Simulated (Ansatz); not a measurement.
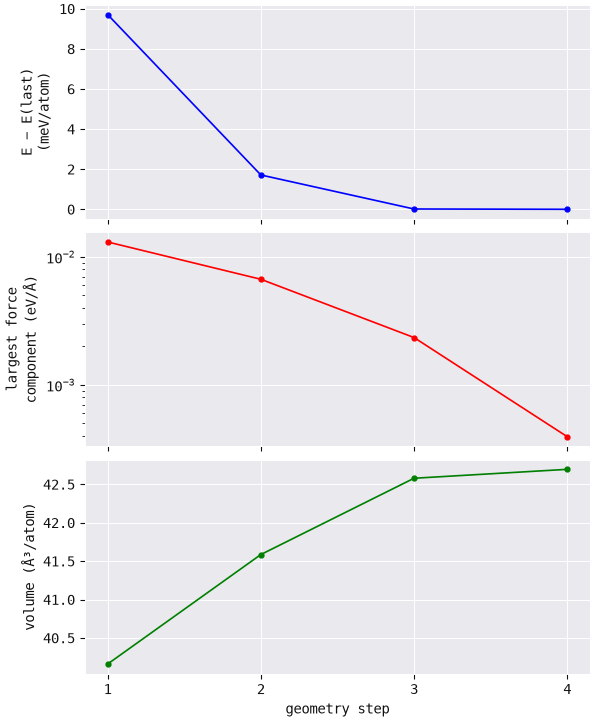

History of a geometry optimisation. Atoms and cell relax. A closing SCF on a freshly chosen basis isn't drawn.

```
crystal:
  lattice:
    - [5.855846, 0.0, 0.0]
    - [0.0, 5.855846, 0.0]
    - [0.0, 0.0, 5.855846]
  atoms:
    - { symbol: Br, position: [0.0, 0.5, 0.5] }
    - { symbol: Br, position: [0.5, 0.0, 0.5] }
    - { symbol: Br, position: [0.5, 0.5, 0.0] }
    - { symbol: Pb, position: [0.5, 0.5, 0.5] }
    - { symbol: Cs, position: [0.0, 0.0, 0.0] }
  symmetry: { detect: false }
kpoints:
  mp_grid: { grid: [3, 3, 3], shift: [0, 0, 0] }
magnetization:
  spin_polarized: false
scf:
  occupations: { method: fermi_dirac, width: 0.0806 }
hamiltonian:
  pseudopotentials: { kind: paw }
  xc: pbe
basis:
  ecutwfc: 420
output:
  forces: true
  stress: true
  eigenvalues: true
relax:
  max_steps: 40
  cell: {}
```

Launched with:
```bash
ansatz run input.yaml --threads 1 --pin off --max-ram 2560MiB --backend cpu --events-out ev --progress --plain --runs-dir out
```

**How did it end, and what did it gain?**

The optimisation met its thresholds at geometry 4, counting the start as the first. The energy fell by about 9.7 meV/atom from the first step to the last. The largest force component goes from about 0.013 eV/Å at the start to 4 × 10⁻⁴ eV/Å at the end.

**What happens to the cell?**

The volume grows from 40.2 to 42.7 Å³ per atom (+6 %). The start was compressed.
